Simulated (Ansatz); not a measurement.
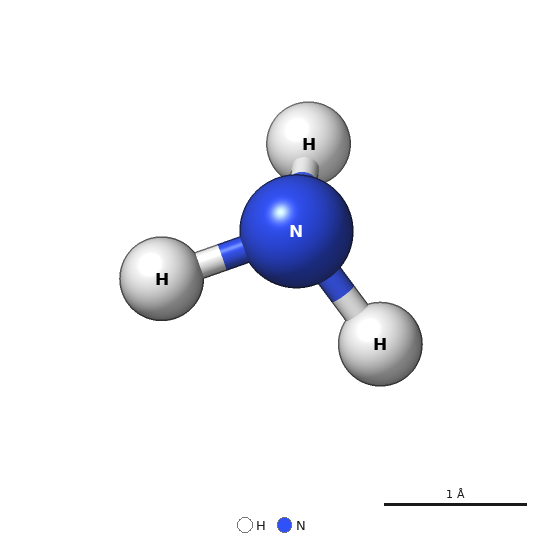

Every bond is drawn as one stick, whatever its order.

Identify the structure.

It has 4 atoms: 1 nitrogen and 3 hydrogen (NH₃). This geometry has C3v symmetry. Coordination: 1 N trigonal pyramidal.

More results for the same structure follow; atom numbers are the same in all pictures, views and colours differ. The geometry was computed by an optimisation with PBE0-D4/def2-TZVP.

## Shape

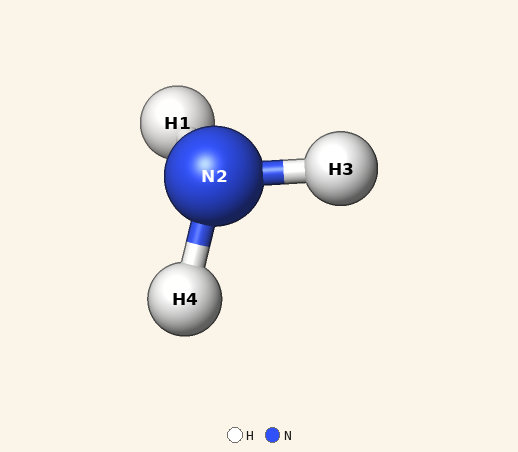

Numbered structure.

Estimate the angles H1–N2–H3.

```tsv
angle	degrees
H1–N2–H3	107.1
```

## Electronic properties

Method: RKS PBE0-D4/def2-TZVP (Ansatz 0.2.0).

Give the harmonic zero-point energy at this level.

90.5 kJ/mol.

What is the dipole moment?

1.69 D.

## Vibrations

Harmonic vibrations computed with RKS PBE0-D4/def2-TZVP (Ansatz 0.2.0) at a stationary point of the same level.

How many vibrational modes are there, and where do they lie?

6 modes: 1030, 1669, 1669, 3503, 3632, 3632 cm⁻¹.

## Thermal motion

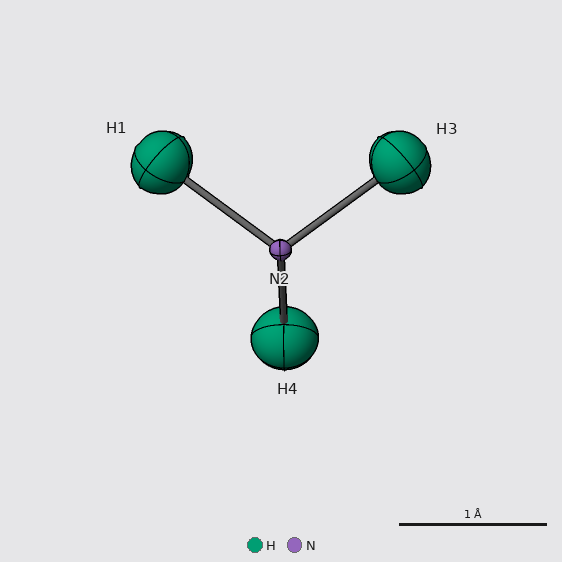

Displacement ellipsoids at the 50 % level, enlarged 2 times, from the internal vibrations of the free molecule (harmonic, no overall translation or rotation; no half-axis is drawn under 0.075 Å). Vibrations computed with RKS PBE0-D4/def2-TZVP (Ansatz 0.2.0). Temperature: 0 K (zero-point motion alone).

Which atom has the largest mean-square displacement?

H1, H3, H4, with U_eq = 0.0051 Å².

Give the displacement parameters, one line for each set of equivalent atoms.

```csv
atom,U_eq (Å²),rms amplitudes (Å)
"H1, H3, H4",0.0051,"0.066, 0.073, 0.074"
N2,0.00011,"0.008, 0.008, 0.014"
```

## Charges

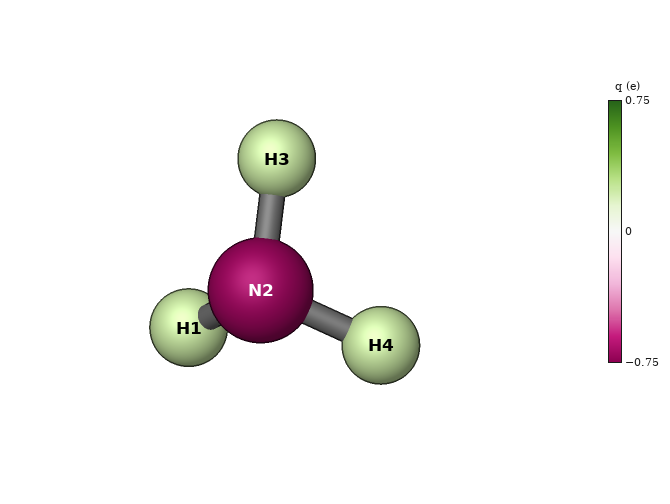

Atoms are coloured by their Mulliken charges. Level of theory: RKS PBE0-D4/def2-TZVP (Ansatz 0.2.0).

List the Mulliken charges.

| atom | value (e) |
| --- | --- |
| H1 | 0.23 |
| N2 | −0.70 |
| H3 | 0.23 |
| H4 | 0.23 |

Mulliken values depend strongly on the basis set and can even reverse the polarity of a bond.
